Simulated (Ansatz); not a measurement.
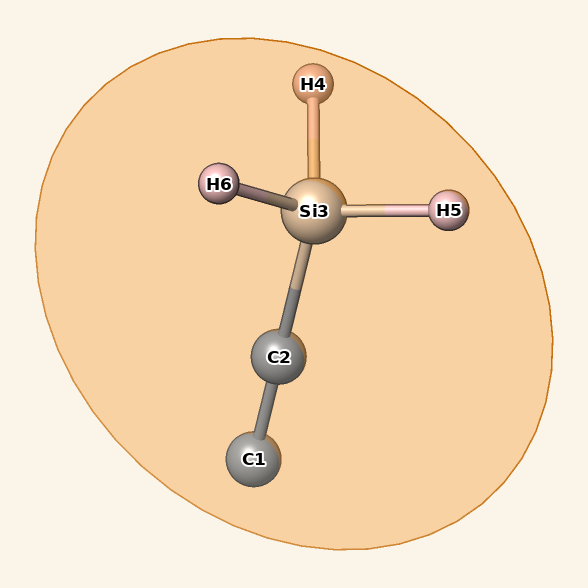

A disc through the centre of mass is drawn in. Atoms fade into the background with distance from the viewer. The species has charge −1 and is a spin singlet. The computed structure is the end point of a PBE0-D4/def2-TZVPD optimisation. No frequency run is at hand to confirm it as a minimum.

**Is the plane of the disc a mirror plane of the structure?**

Yes. The reflection leaves C1, C2, Si3, H5 in place and moves H4 ↔ H6. The point group is C3v.
